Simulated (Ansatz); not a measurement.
# Cl-CC-Cl chair monolayer in a perpendicular field, part 2 of 2

Wanted: the out-of-plane response of the Cl-CC-Cl chair monolayer. A positive field points along +c.

Ansatz 0.2.0; plane-wave DFT, PBE-D3(BJ), Ansatz PAW.

So far. Step 2 (Relaxation): The lattice constant a goes from 2.508 to 2.895 Å.

### 3. Atoms held, field 0, start network

A sawtooth potential applies the field, turning back in the middle of the vacuum. With the dipole correction the typed value is the field outside the slab. The induced dipole is small, so the SCF threshold is tight.

The cell differs from the one that the last finished run ended in (c 39.167 → 22.006 Å).

input.yaml

```yaml
crystal:
  lattice:
    - [2.8952697847, 0.0, 0.0]
    - [-1.4476348924, 2.5073771844, 0.0]
    - [0.0, 0.0, 22.0064293506]
  atoms:
    - { symbol: Cl, position: [0.6666666667, 0.3333333333, 0.40897139] }
    - { symbol: C, position: [0.6666666667, 0.3333333333, 0.4885059861] }
    - { symbol: C, position: [0.3333333333, 0.6666666667, 0.5114940139] }
    - { symbol: Cl, position: [0.3333333333, 0.6666666667, 0.59102861] }
kpoints:
  mp_grid: { grid: [24, 24, 1] }
  band_path:
    path: [[0, 0, 0], [0.5, 0, 0], [0.33333333, 0.33333333, 0], [0, 0, 0]]
    npoints: 16
hamiltonian:
  xc: pbe
  dispersion: d3bj
scf:
  occupations: { method: fermi_dirac, width: 0.02585 }
  convergence: { dr2_threshold: 1.0e-10 }
efield:
  axis: 3
  dipole_correction: true
  ramp_position: 0.97
  ramp_width: 0.06
  amplitude: 0
output:
  dos: { projected: true, e_range: [-6, 5] }
  write_potential: true
  write_density: true
  volumetric_format: npy
  elf: true
```

Command:

```sh
$ ansatz run input.yaml --threads 2 --pin off --max-ram 3072MiB --backend cpu --events-out ev --progress --plain --runs-dir out
```

Numbers of over 12 decimals in the logs are rounded to 6 here.

What it wrote:

```text
[...]
Crystal: 4 atoms, lattice volume = 159.756 Å³
Basis set: ecut = 420 eV, 3097 PW (Γ)
Bands: 15, of which v1, the nominal top of the filled ones, is band 11 counted from 1 (10 counted from 0)
Symmetry: 6 space group operations
k-points: 61 of 576 (time reversal used)
[...]
SCF iter   1: F=—  HF=-2658.545676 eV  |F-HF|=—  |Δ(HF+E_count)|=         —  Δρ=3.73e-3  dr2=5.60e-2  ethr=1.77e-3  p=0.000 e·Å  D=6.88e-14 V/Å  ΔV_dip=-0.00 eV  dr2_dipole=4.13e-10  V_vac-E_F(+/−)=3.86/3.86 eV  ⟨swp⟩=8.7  Hψ=6744  notcnv=0
efield: sawtooth ramp at fractional position 0.9700 (set: `efield.ramp_position`, or a place that a band, a saddle search or an elastic batch's reference lends), width 0.0600; the density the first Hamiltonian is built on has a dipole p = 0.000 e·Å; the dipole correction subtracts the counter field D = 6.88e-14 V/Å, which shifts the + side's vacuum level by -0.00 eV against the − side's; the planar-averaged density in the ramp window peaks in size at 1.6e-5 e/Å³
[...]
SCF iter   2: F=—  HF=-2658.532551 eV  |F-HF|=—  |Δ(HF+E_count)|=   1.31e-2  Δρ=2.76e-3  dr2=3.25e-2  ethr=2.54e-4  p=0.000 e·Å  D=1.53e-5 V/Å  ΔV_dip=-0.00 eV  dr2_dipole=6.85e-9  V_vac-E_F(+/−)=3.15/3.15 eV  ⟨swp⟩=3.1  Hψ=2136  notcnv=0
[...]
SCF iter  11: F=-2658.526709 eV  HF=-2658.526709 eV  |F-HF|=1.36e-11  |Δ(HF+E_count)|=  8.59e-11  Δρ=2.00e-7  dr2=4.93e-11  ethr=1.00e-12  p=-0.000 e·Å  D=-2.90e-7 V/Å  ΔV_dip=0.00 eV  dr2_dipole=2.81e-13  V_vac-E_F(+/−)=3.08/3.08 eV  ⟨swp⟩=2.3  Hψ=2943  notcnv=0
SCF 1 converged in 11 iterations: F = -2658.526709 eV  dr2 = 4.93e-11
[...]
NSCF: frozen V_eff on 49 k-points
efield: sawtooth ramp at fractional position 0.9700 (kept from the solve that this one continues, or follows in the run), width 0.0600; the density the first Hamiltonian is built on has a dipole p = -0.000 e·Å; the dipole correction subtracts the counter field D = -2.90e-7 V/Å, which shifts the + side's vacuum level by +0.00 eV against the − side's; the planar-averaged density in the ramp window peaks in size at 8.3e-7 e/Å³
[...]
SCF converged after 11 iterations
Free energy (F): -2658.526709 eV
[...]
Internal energy: -2658.526709 eV  (E = F + TS)
E sigma→0 (E₀):  -2658.526709 eV
Fermi energy:    0.798822 eV
Dipole field:    D = 0.000001 V/Å  (p = 0.000000 e·Å, saw-weighted, corrected)
Work function:   Φ+ = 3.0843 eV   Φ− = 3.0843 eV
Levels:          The Fermi level and band energies are counted from a zero that moves with the ramp; work functions are not
[...]
--- Band table (eV; the first three rows and the last of 61) ---
  k-point 0: bands = [... 7 lower, -1.2342, -1.2342, 0.0290, 0.0290, 1.5376, 1.8305, 2.9618, 3.7758]
  k-point 1: bands = [... 7 lower, -1.3517, -1.2510, -0.1030, 0.0026, 1.6109, 1.9225, 2.9894, 3.7744]
  k-point 2: bands = [... 7 lower, -1.6784, -1.3027, -0.4700, -0.0735, 1.7475, 2.1942, 3.0541, 3.8218]
  k-point 60: bands = [... 7 lower, -5.4701, -4.3741, -4.3741, -4.0929, 4.0924, 4.0924, 5.1951, 6.4711]
```

Elapsed: 15 s, on 2 threads of Intel Xeon at 2.70GHz, shared host; peak memory 0.49 GiB.

This step gave:

| Property | Result |
| --- | --- |
| gap on the k-mesh | 1.509 eV |
| dipole along the normal | 4.48e-7 e·Å |
| gap along the path | 1.509 eV |
| smallest direct gap along the path | 1.509 eV |
| ionisation energy, upper face | 3.854 eV |
| electron affinity, upper face | 2.346 eV |
| gap, the smaller of path and mesh | 1.509 eV |

Running mean over a fixed 2.8 Å (it still follows the layers) of the planar mean; the ramp of the sawtooth is left out. Table of electron's electrostatic potential energy less the Fermi level by z:

| z (Å) | electron's electrostatic potential energy less the Fermi level (eV) |
| --- | --- |
| 4 | 3.08 |
| 6 | 3.07 |
| 8 | -2.15 |
| 10 | -9.82 |
| 12 | -9.83 |
| 14 | -2.17 |
| 16 | 3.07 |
| 18 | 3.08 |

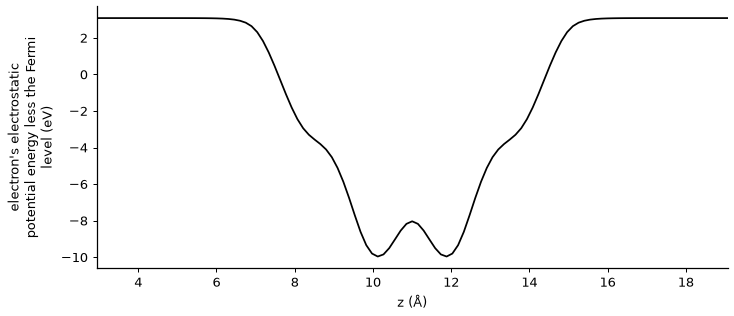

Electron's electrostatic potential energy less the Fermi level against z.

The density of states has structure finer than the step of the table below, so its rows give means over 0.5 eV, whole bins alone (the curve runs from -6 to 2.66 eV). Peaks (eV: height): -5.39: 3.18, -3.19: 2.40, -2.09: 2.61, 1.72: 2.09, 2.30: 2.75, 2.44: 2.96, 2.49: 2.31.

Density of states against energy, zero at the Fermi level of the run, which the smearing sets inside the gap; means over each step:

| energy (eV) | density of states (states/eV a cell) |
| --- | --- |
| -5.5 | 2.23 |
| -5.0 | 1.37 |
| -4.5 | 1.26 |
| -4.0 | 1.30 |
| -3.5 | 1.55 |
| -3.0 | 1.84 |
| -2.5 | 1.61 |
| -2.0 | 1.47 |
| -1.5 | 0.734 |
| -1.0 | 0.553 |
| -0.5 | 0 |
| 0.0 | 0 |
| 0.5 | 8.7e-4 |
| 1.0 | 0.886 |
| 1.5 | 1.59 |
| 2.0 | 1.56 |

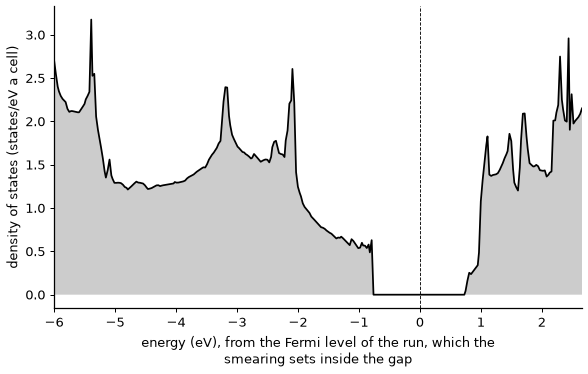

Density of states, plotted against energy.

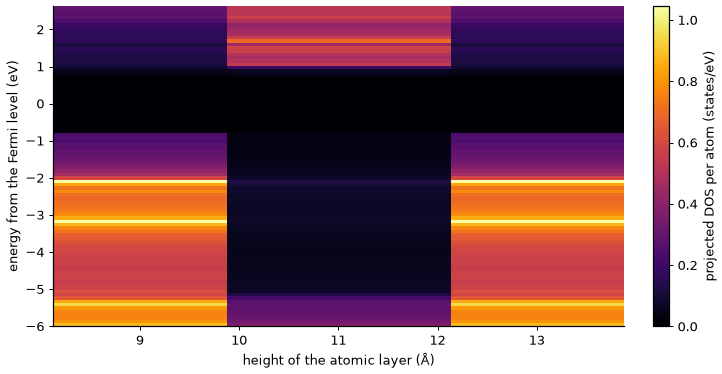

Projected DOS per atom over height of the atomic layer and energy from the Fermi level. Layers: Cl C C Cl from below.

The electronic bands at the labelled points (eV, zero at the Fermi level of the run, which the smearing sets inside the gap):

| point | band 8 | band 9 | band 10 | band 11 | band 12 | band 13 | band 14 | band 15 |
| --- | --- | --- | --- | --- | --- | --- | --- | --- |
| Γ | -2.03 | -2.03 | -0.77 | -0.77 | 0.74 | 1.03 | 2.16 | 2.98 |
| M | -6.21 | -6.07 | -3.17 | -2.07 | 0.97 | 2.86 | 3.02 | 5.14 |
| K | -6.27 | -5.17 | -5.17 | -4.89 | 3.29 | 3.29 | 4.40 | 5.67 |
| Γ | -2.03 | -2.03 | -0.77 | -0.77 | 0.74 | 1.03 | 2.16 | 2.98 |

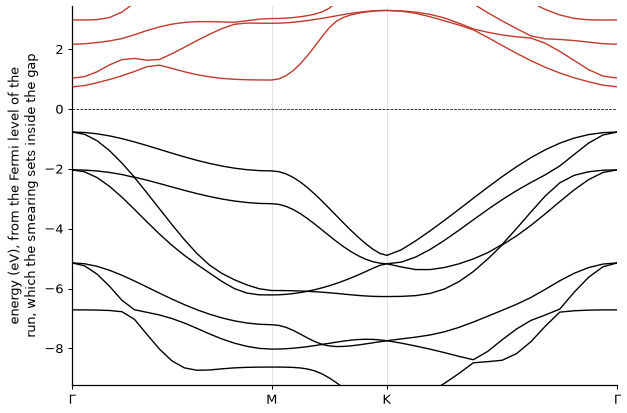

Electronic bands along the path; lines of filled and empty bands in two colours.

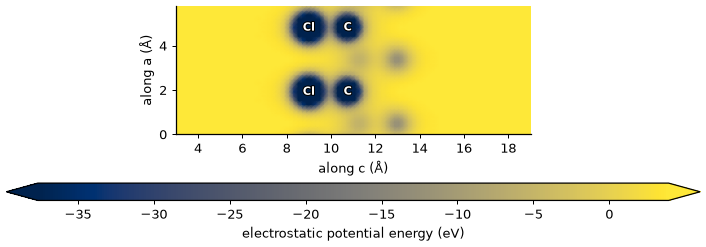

Electrostatic potential energy in the ca plane at fractional y = 0.333, with atoms of Cl and C within 0.2 Å of it. With pseudopotentials it is smooth inside the atoms' cores, unlike the true potential. The far vacuum is left out of the map.

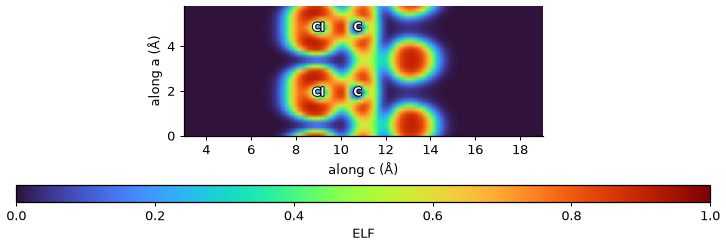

ELF in the ca plane at fractional y = 0.333, with atoms of Cl and C within 0.2 Å of it. It is the smooth field of the valence electrons, not physical close to the nuclei. The far vacuum is left out of the map.

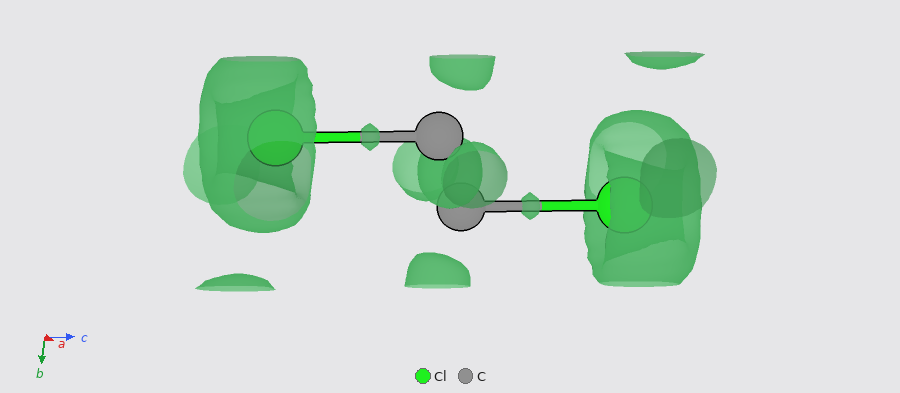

Surface of ELF = 0.85.

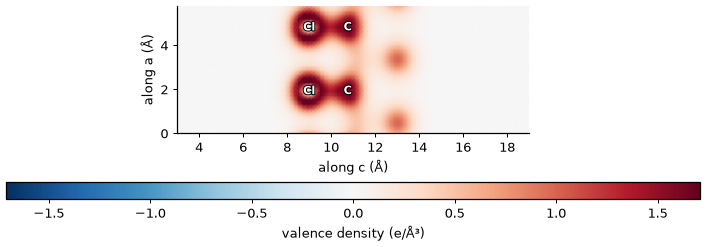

Valence density in the ca plane at fractional y = 0.333, with atoms of Cl and C within 0.2 Å of it. It is the smooth field of the valence electrons, not physical close to the nuclei. The far vacuum is left out of the map.

The gap is 1.51 eV, with the valence edge 3.85 eV and the conduction edge 2.35 eV under the upper vacuum level.

### 4. Single point, field 0.1 V/Å

input.yaml, as its differences from that of step 3:

```diff
@@ -24,7 +24,6 @@
   dipole_correction: true
-  ramp_position: 0.97
-  ramp_width: 0.06
-  amplitude: 0
+  ramp_position: 0.9418
+  ramp_width: 0.1163
+  amplitude: 0.1
 output:
-  dos: { projected: true, e_range: [-6, 5] }
   write_potential: true
@@ -32,2 +31 @@
   volumetric_format: npy
-  elf: true
```

What it wrote:

```text
[...]
Crystal: 4 atoms, lattice volume = 159.756 Å³
Basis set: ecut = 420 eV, 3097 PW (Γ)
Bands: 15, of which v1, the nominal top of the filled ones, is band 11 counted from 1 (10 counted from 0)
Symmetry: 6 space group operations
k-points: 61 of 576 (time reversal used)
[...]
--- Band table (eV; the first three rows and the last of 61) ---
  k-point 0: bands = [... 7 lower, -1.2345, -1.2345, 0.0290, 0.0290, 1.5353, 1.8255, 2.9429, 3.7176]
  k-point 1: bands = [... 7 lower, -1.3521, -1.2513, -0.1029, 0.0027, 1.6076, 1.9187, 2.9713, 3.7333]
  k-point 2: bands = [... 7 lower, -1.6788, -1.3031, -0.4699, -0.0734, 1.7427, 2.1919, 3.0394, 3.7791]
  k-point 60: bands = [... 7 lower, -5.4705, -4.3883, -4.3601, -4.0928, 4.0748, 4.1094, 5.1947, 6.4673]
[key lines of the parts left out:]
SCF converged after 14 iterations
Free energy (F): -2658.527804 eV
Fermi energy:    0.797575 eV
Dipole field:    D = 0.024811 V/Å  (p = 0.021905 e·Å, saw-weighted, corrected)
```

Elapsed: 16 s, on 2 threads; peak memory 0.46 GiB; 32 s of CPU time.

The dipole is 0.0219 e·Å, and the gap 1.506 eV.

### 5. Single point, field -0.1 V/Å

input.yaml, as its differences from that of step 4:

```diff
@@ -26,3 +26,3 @@
   ramp_width: 0.1163
-  amplitude: 0.1
+  amplitude: -0.1
 output:
```

What it wrote:

```text
[...]
Crystal: 4 atoms, lattice volume = 159.756 Å³
Basis set: ecut = 420 eV, 3097 PW (Γ)
Bands: 15, of which v1, the nominal top of the filled ones, is band 11 counted from 1 (10 counted from 0)
Symmetry: 6 space group operations
k-points: 61 of 576 (time reversal used)
[...]
--- Band table (eV; the first three rows and the last of 61) ---
  k-point 0: bands = [... 7 lower, -1.2347, -1.2347, 0.0289, 0.0289, 1.5351, 1.8253, 2.9427, 3.7177]
  k-point 1: bands = [... 7 lower, -1.3523, -1.2515, -0.1031, 0.0026, 1.6074, 1.9185, 2.9711, 3.7333]
  k-point 2: bands = [... 7 lower, -1.6790, -1.3033, -0.4701, -0.0736, 1.7425, 2.1918, 3.0393, 3.7791]
  k-point 60: bands = [... 7 lower, -5.4707, -4.3885, -4.3603, -4.0930, 4.0747, 4.1092, 5.1946, 6.4671]
[key lines of the parts left out:]
SCF converged after 14 iterations
Free energy (F): -2658.527804 eV
Fermi energy:    0.797409 eV
Dipole field:    D = -0.024811 V/Å  (p = -0.021905 e·Å, saw-weighted, corrected)
```

Run time: 15 s. Hardware: 2 threads; peak memory 0.46 GiB.

The dipole is -0.0219 e·Å, and the gap 1.506 eV.

### 6. Response, atoms held

This step: plane-wave DFT, PBE-D3(BJ), Ansatz PAW; response to a field along the normal, atoms held (Ansatz 0.2.0).

The dipoles give the slope, and the difference of two potentials shows where the field is screened.

Numbers from this step:

| Item | Value |
| --- | --- |
| equivalent conductor thickness p/(ε₀AE) | 5.460 Å |
| distance between the outer atoms | 4.006 Å |

The dipole of the cell by applied field:

| applied field (V/Å) | dipole of the cell (e·Å) |
| --- | --- |
| -0.1000 | -0.0219 |
| 0.0000 | 4.5e-7 |
| 0.1000 | 0.0219 |

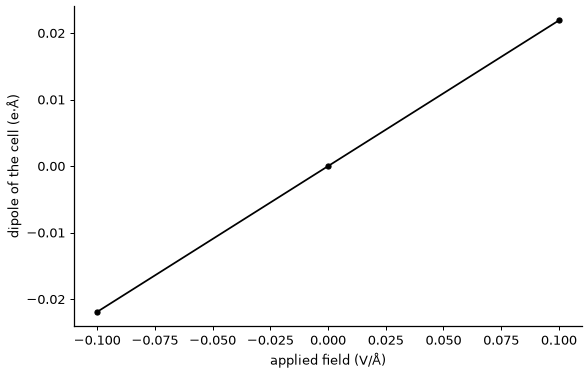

Dipole of the cell, plotted against applied field.

Local field over the applied field, running mean. From the potentials at -0.1 and 0.1 V/Å; running mean over 2.5 Å. Table of local field over applied field by z:

| z (Å) | local field over applied field |
| --- | --- |
| 5 | 0.999 |
| 6 | 0.988 |
| 7 | 0.879 |
| 8 | 0.533 |
| 9 | 0.215 |
| 10 | 0.0913 |
| 11 | 0.127 |
| 12 | 0.0914 |
| 13 | 0.214 |
| 14 | 0.530 |
| 15 | 0.877 |
| 16 | 0.988 |
| 17 | 0.999 |

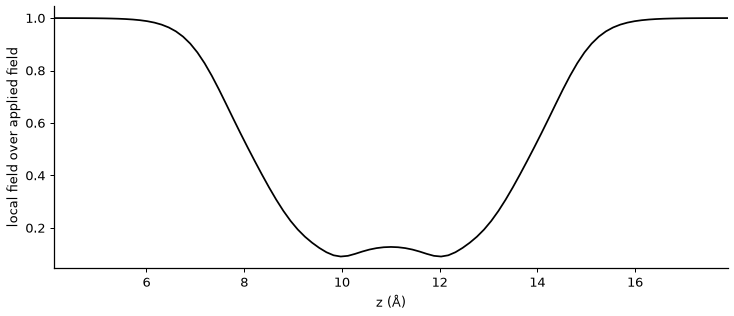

Local field over applied field, plotted against z.

The induced electron density oscillates, so the rows of the table below give means over windows of 1.25 Å about each position, cut where the curve ends. Its maxima inside the range that stand out by 2 % of the span (Å: e/Å³ per V/Å): 8.2: 0.00484, 9.5: -2.1e-4, 10.7: 0.00326, 12.0: 0.00116, 12.9: 8.3e-4. Its minima: 9.1: -8.3e-4, 10.0: -0.00116, 11.3: -0.00326, 12.5: 2.1e-4, 13.8: -0.00484.

Electrons, planar mean, per unit field. Induced electron density against z; means over each step:

| z (Å) | induced electron density (e/Å³ per V/Å) |
| --- | --- |
| 4.73 | 2.1e-6 |
| 5.98 | 6.0e-5 |
| 7.23 | 0.00127 |
| 8.48 | 0.00290 |
| 9.73 | -6.7e-4 |
| 10.98 | -5.2e-6 |
| 12.23 | 6.5e-4 |
| 13.48 | -0.00276 |
| 14.73 | -0.00137 |
| 15.98 | -6.8e-5 |
| 17.23 | -2.3e-6 |

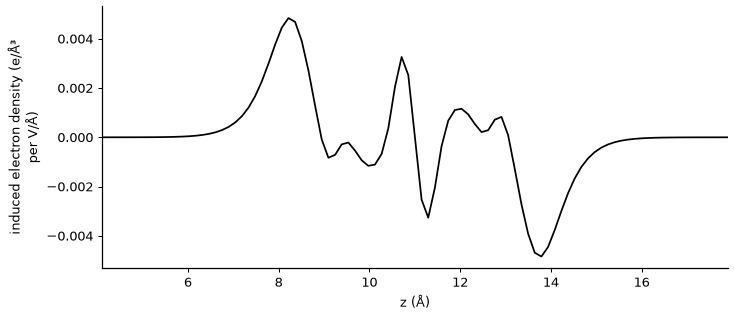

Induced electron density, plotted against z.

The smaller of the gaps on the path and on the k-mesh, counted as 0 under 0.03 eV. The gap stays at 1.51 eV for applied field from -0.1 to 0.1 V/Å.

By hand: between -0.1 and 0.1 V/Å the dipole changes by 0.04381 e·Å, a slope of 0.2190 e·Å²/V. A perfect conductor of thickness t has p = ε₀AEt, so t = 180.95 × 0.2190 / 7.260 = 5.46 Å (e/ε₀ = 180.95 V·Å, A in Å²).

The induced dipole is that of a conductor 5.46 Å thick.

### 7. What came out

| Item | Value |
| --- | --- |
| gap without field | 1.51 eV |
| ionisation energy, upper face | 3.85 eV |
| electron affinity, upper face | 2.35 eV |
| equivalent conductor thickness, atoms held | 5.46 Å |

**Reading.** The induced dipole equals that of a perfect conductor 5.46 Å thick, while the outer atoms lie 4.01 Å apart; an out-of-plane ε follows only once a thickness t is chosen, by 1 − 1/ε = 5.46 Å / t. The gap stays within 0.01 eV of 1.51 eV over the fields run, up to 0.1 V/Å in size. Semilocal functionals give gaps that are too small, and excitons are not included.

[Logs are printed without paths, hosts, clocks, repeated set-up lines and the standing remarks that a program may print on its own settings, such as how far it seeks lower states.]

[Hosts, paths, dates, database ids (printed as entryN), source tags and the programs' standing remarks are cut or masked in the printed files.]

[Maps of the electrostatic potential energy from Ansatz leave out the sawtooth potential of an applied field or a dipole correction, so their vacuum need not be flat; planar profiles and work functions include it.]
